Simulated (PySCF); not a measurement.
System: C4H8BN2 (SMILES C=[C]B(N=C)NC) (doublet).

```xyz
15

C    -1.2923   -2.7409   -0.4406
C    -0.7879   -1.5883   -0.1596
B    -0.1591   -0.2669    0.0894
N     1.1358   -0.2352    0.6743
C     2.3444   -0.2114    0.4077
N    -0.8857    0.9324   -0.1220
C    -0.4194    2.2787    0.0737
H    -1.8900   -3.3161    0.2624
H    -1.1647   -3.2325   -1.4031
H     3.0819   -0.2300    1.2109
H     2.7597   -0.1708   -0.6089
H    -1.8556    0.8771   -0.3881
H    -0.9913    2.7899    0.8566
H     0.6267    2.2555    0.3730
H    -0.5070    2.8664   -0.8476
```

Geometry: GFN2-xTB.

Level of theory: PySCF, UKS B3LYP, pcH-1 on B C H N, non-relativistic, mean-field spin-orbit, GIAO.

Question: What can the converged electron density, electron localisation function and spin density tell about the bonding?

Answer: C–C (1.29 Å): the density is about 2.5 e/Å³ at the midpoint; the ELF peaks at about 0.90 between the atoms: a short, multiple covalent bond.
B–N (1.42 Å): the density is about 1.9 e/Å³ at the midpoint; the ELF peaks at about 0.95 between the atoms; a short, strongly polar bond.
C–B (1.48 Å): the density is about 1.6 e/Å³ at the midpoint; the ELF peaks at about 0.95 between the atoms (a covalent bond).
N–H (1.01 Å): ρ at the midpoint is about 2.9 e/Å³; the ELF climbs to about 1 towards the hydrogen, as it does in any bond to H: a covalent bond by its length.
The unpaired spin (1 electron) lies mostly on C2 (about 0.6), B3 (about 0.1) and N6 (about 0.1), in electrons by Hirshfeld's partition.

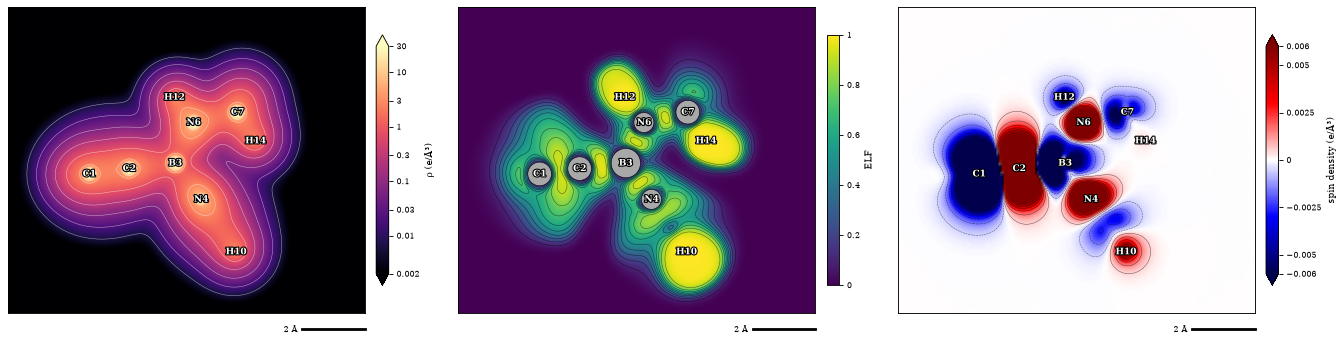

Computed electron density, electron localisation function and spin density on the plane of atoms B3, N6 and C7, in this order. Grey discs cover the atomic cores in the ELF map. 
